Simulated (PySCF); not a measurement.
**C3H5FOSi: electronic excitations and core binding energies**

Aim: predict the electronic excitations and core binding energies of C3H5FOSi (`O=C([SiH3])/C=C\F`).

Computed with PySCF 2.14.0, with density-fitted response routines of our own, on a single molecule in the gas phase. Atoms count from 0, in the outputs and in this text.

## 1. The starting structure

11 atoms, charge 0, multiplicity 1; geometry from: GFN2-xTB.

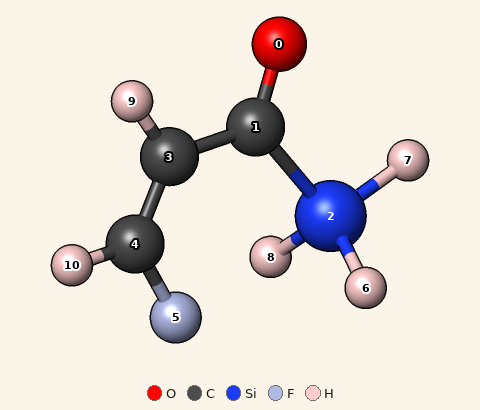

As it starts; oxygen red, carbon dark grey, silicon blue, fluorine light blue, hydrogen pink, atoms numbered; sticks join atoms by distance.

## 2. Ultraviolet spectrum: PBE0/def2-SVPD

The job: settings as JSON, then the geometry in Å.

```
{"job": {"kind": "uv", "xc": "PBE0", "basis": "def2-SVPD", "nstates": 8, "ntriplets": 3}, "charge": 0, "multiplicity": 1}
O     -0.723214     2.128642    -0.191955
C     -0.327875     0.982531    -0.091487
Si    -1.561547    -0.398590     0.438206
C      1.091670     0.686669    -0.378636
C      1.661677    -0.507811    -0.312878
F      0.997484    -1.615768     0.031084
H     -1.629490    -1.378193    -0.643893
H     -2.838088     0.280274     0.630608
H     -1.071002    -0.988472     1.681915
H      1.703666     1.531314    -0.664614
H      2.702143    -0.717926    -0.524312
```

Level: TDDFT PBE0/def2-SVPD, vertical, gas phase, core orbitals frozen in the response.

Run with:

```console
$ OMP_NUM_THREADS=1 python probes_run.py task.json out
```

One launch serves the whole session: the jobs run in the order shown.

**Question.** This job is followed by: delta-SCF UKS SCAN, pcX-2 on the ionised atom, pcseg-1 elsewhere, spin-free X2C. Predict these results of the whole session: lowest singlet (PBE0/def2-SVPD); brightest single state of those computed; lowest triplet; C1s binding energies, SCAN/pcX-2 (standing for 2 of 3 atoms); O1s binding energies, SCAN/pcX-2; Si1s binding energies, SCAN/pcX-2; Si2p binding energies, SCAN/pcX-2; F1s binding energies, SCAN/pcX-2.

The runs gave:

```
                                                    quantity                        value
                             lowest singlet (PBE0/def2-SVPD)  3.02 eV (411 nm), f = 0.001
                    brightest single state of those computed  state 2, 5.86 eV, f = 0.249
                                              lowest triplet                      2.41 eV
C1s binding energies, SCAN/pcX-2 (standing for 2 of 3 atoms)      C1 292.90, C3 291.14 eV
                            O1s binding energies, SCAN/pcX-2                 O0 537.41 eV
                           Si1s binding energies, SCAN/pcX-2               Si2 1846.48 eV
                           Si2p binding energies, SCAN/pcX-2                Si2 107.03 eV
                            F1s binding energies, SCAN/pcX-2                 F5 693.84 eV
```

The lowest singlet, at 3.02 eV, is HOMO→LUMO 0.98 and is weak; of the 8 states computed, the strongest absorption comes from state 2 at 5.86 eV (the last state computed is bright too, and its partners may lie past the list). The lowest triplet lies 0.61 eV below the lowest singlet (triplets in Tamm-Dancoff, singlets in full TDDFT). C1 (carbonyl carbon) binds its C1s electron 1.75 eV more tightly than C3 (α carbon of a C=C–C=O unit). Only 2 of the 3 C atoms are covered by sound results.
